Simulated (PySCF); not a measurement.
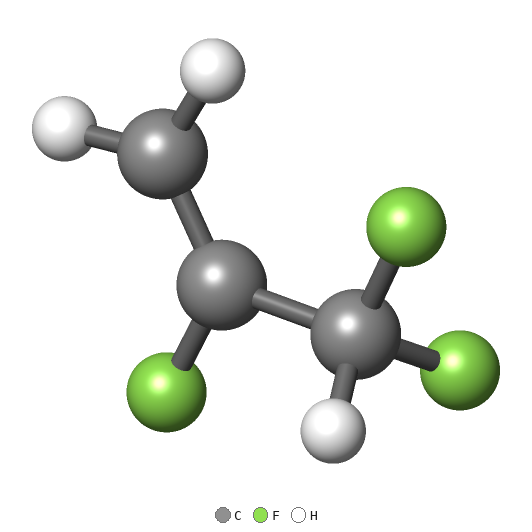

Simulated data, not a measurement (program: PySCF).

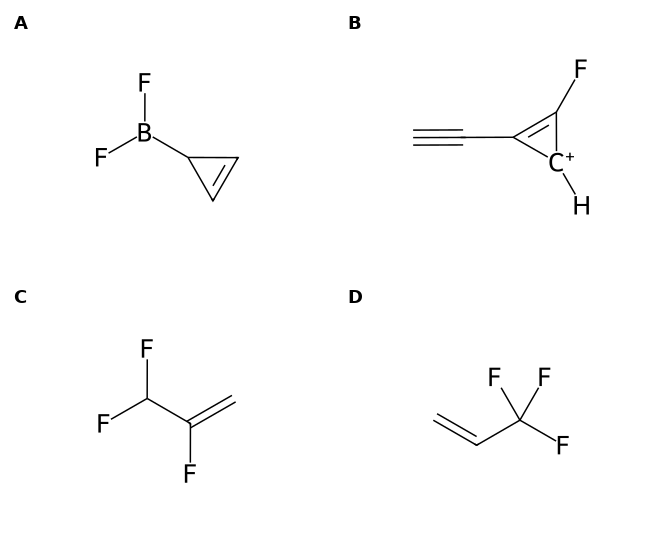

The first picture shows one of the molecules drawn in the second. Which?

Answer. C, `C=C(F)C(F)F`.
